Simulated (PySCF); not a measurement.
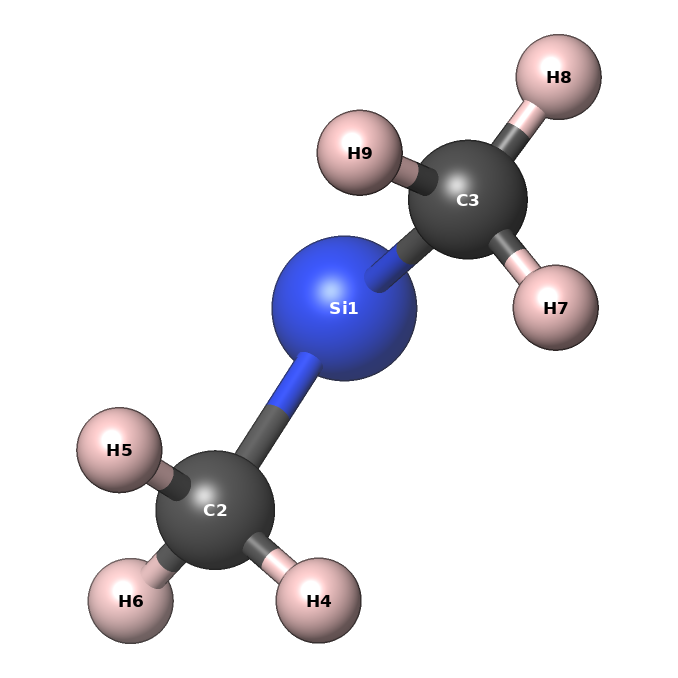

The geometry was computed by an optimisation with PBE0-D4/def2-TZVP. No frequency run is at hand to confirm it as a minimum.

List the bonds and their lengths.

```tsv
bond	length (Å)
Si1–C2	1.898
Si1–C3	1.898
C2–H4	1.097
C2–H5	1.098
C2–H6	1.091
C3–H7	1.097
C3–H8	1.091
C3–H9	1.098
```
